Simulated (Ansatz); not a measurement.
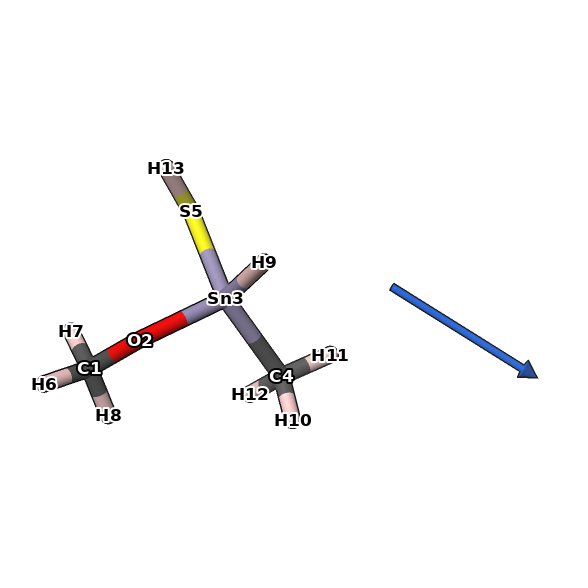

The arrow beside the molecule shows the direction of the dipole moment, from the negative to the positive end (its length means nothing). The computed structure is the end point of a PBE0-D4/def2-TZVP optimisation. No frequency run is at hand to confirm it as a minimum. Method: RKS ωB97M-V/def2-TZVPP, core potentials on Sn (Ansatz 0.2.0).

Q: How large is the dipole moment?

A: 1.52 D; it points from the side of H6, H7, H13 to the side of H10, H11 (the outermost atoms at the two ends).
